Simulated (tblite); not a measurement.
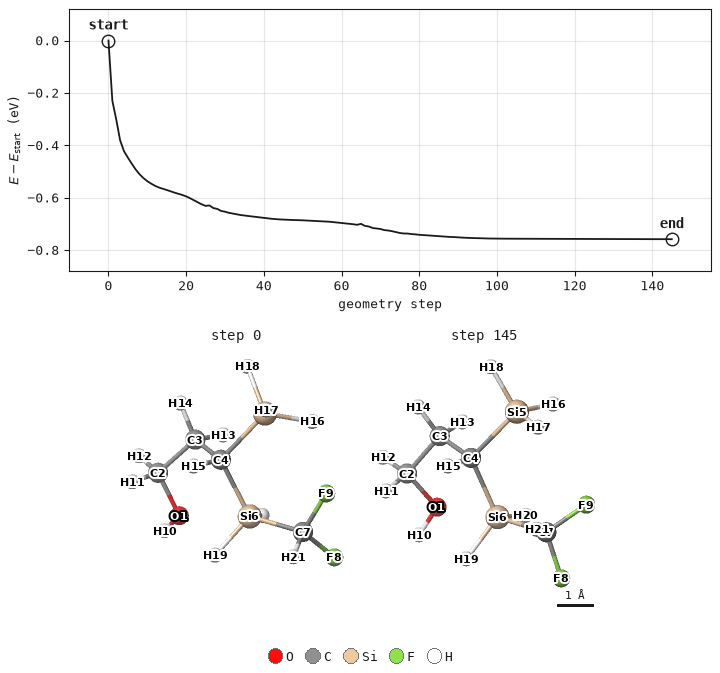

First and last geometry of a relaxation of C4H12F2OSi2, with the history of the run. The picture is a ball-and-stick view, seen at a tilt.

All numbers below come from GFN2-xTB geometry optimisation, gas phase in tblite. 

Read the history and describe the run.

Answer. It converged. The energy falls by 0.758 eV in 145 geometry steps. The atom that moves furthest after the best rigid fit is F8 (1.14 Å). By element the largest moves are F 1.14 Å, H 0.87 Å, O 0.49 Å, C 0.20 Å, Si 0.15 Å. Some distances before and after: Si6–C7 1.870 → 1.945 Å, C4–Si5 1.862 → 1.914 Å, O1–Si6 2.504 → 2.457 Å, C2–H11 1.134 → 1.097 Å. Among the angles between lasting bonds that change: C7–Si6–H20 111.1° → 101.8°, H19–Si6–H20 109.0° → 117.2°, C4–Si6–C7 112.6° → 104.7°. Groups turn about Si6–C7 by about 45°, O1–C2 by about 45°, C4–Si5 by about 25°. Cost: 2.4 s on 1 thread of Arm Neoverse N1, on a shared host.
